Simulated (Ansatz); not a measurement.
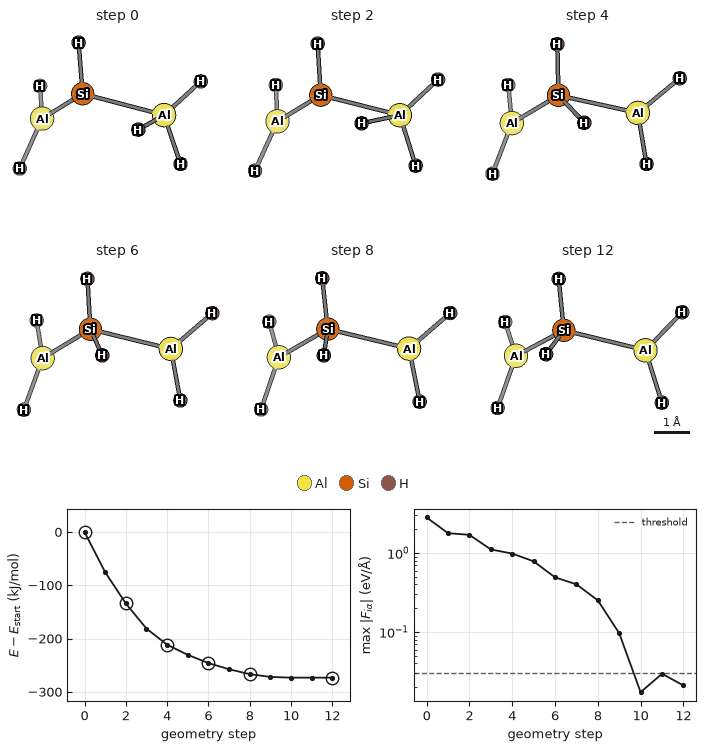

Frames of a relaxation of Al$_{2}$SiH$_{6}$, marked on the history of the run. Style: ball-and-stick. Shown from a free direction.

It is one of the separated reactants of a reaction.

Computed with Ansatz 0.2.0, RKS PBE-D4/def2-SVP. Settings: force threshold 0.03 eV/Å; at most 250 steps.

What happens along the run?

The energy falls by 273.3 kJ/mol in 12 geometry steps. The largest force component goes from 2.8 to 0.021 eV/Å. The atom that moves furthest after the best rigid fit is an H atom (1.83 Å). Largest moves by element: H 1.83 Å, Al 0.38 Å, Si 0.33 Å. Among the contacts that change: Al–H 1.520 → 3.256 Å, H–Si 2.253 → 1.516 Å, H–Si 1.495 → 1.512 Å, Al–H 1.589 → 1.604 Å. New bonds form: H–Si (2.25 → 1.52 Å). Bonds break: Al–H (1.52 → 3.26 Å). The run took 18 s on 2 threads of Arm Neoverse V1, with other jobs on the host. From step 0 to 2: an H atom moves most (0.39 Å), energy −134.0 kJ/mol. From step 2 to 4: an H atom moves most (0.36 Å), energy −77.4 kJ/mol. From step 4 to 6: an H atom moves most (0.38 Å), energy −34.5 kJ/mol. From step 6 to 8: an H atom moves most (0.39 Å), energy −20.8 kJ/mol. From step 8 to 12: an H atom moves most (0.37 Å), energy −6.63 kJ/mol.

```
step  E − E(0), kJ/mol  largest force component, eV/Å
   0              0.00                         2.8186
   1            -75.31                         1.7837
   2           -134.03                         1.6993
   3           -181.14                         1.1099
   4           -211.40                         0.9848
   5           -230.43                         0.7847
   6           -245.87                         0.4925
   7           -257.48                         0.4015
   8           -266.63                         0.2520
   9           -271.88                         0.0965
  10           -273.19                         0.0173
  11           -273.21                         0.0296
  12           -273.26                         0.0211
```
